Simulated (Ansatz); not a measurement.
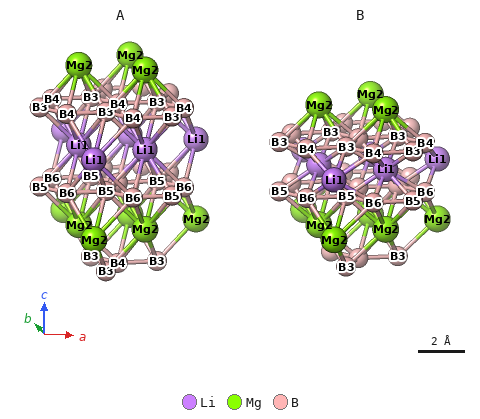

Two geometries of solid LiMgB$_{4}$ (a generated structure, set up in P6/mmm) (coarse preliminary run), drawn at one scale. One is the start of a relaxation, the other its converged end. The picture is a ball-and-stick view of the atoms within 4.2 Å of the atom that moves most (axes of the cell of the calculation), seen slightly off an axis.

These are results of DFT PBE, scalar-relativistic, plane waves, PAW in Ansatz 0.2.0, not measurements. (plane-wave cutoff 420 eV; k-point mesh 6 × 6 × 4; occupations gaussian; smearing width 0.1 eV; no spin polarisation; cell and atoms relaxed; force threshold 0.04 eV/Å; at most 70 steps)

**Which of the two is the end point?**

Structure A is the relaxed one. After 10 accepted moves (14 points after the start) the energy has fallen by 203 meV per atom. The largest force component goes from 0.072 to 0.00034 eV/Å. The pressure goes from 24.81 to −0.02 GPa. The line search rejected the trial step at point 10 of the run. At 3 points the geometry stayed and the basis and grid were re-selected for the new cell (energy shift of 16.6 meV per atom at most each time). The largest moves relative to the cell, 0.30 Å, are those of B3, B4, B5 and B6. B6 goes along −c. Li and Mg stay in place. The drawn cell changes as follows: a = b 3.052 → 3.020 Å (−1.1 %), c 5.350 → 7.115 Å (+33.0 %); the volume changes by +30.2 %. Among the contacts that change: B3–B5 2.200 → 3.535 Å, Li1–Mg2 2.675 → 3.558 Å, Li1–B3 2.077 → 2.483 Å, Mg2–B3 2.363 → 2.499 Å. The space group stays P6/mmm (No. 191).
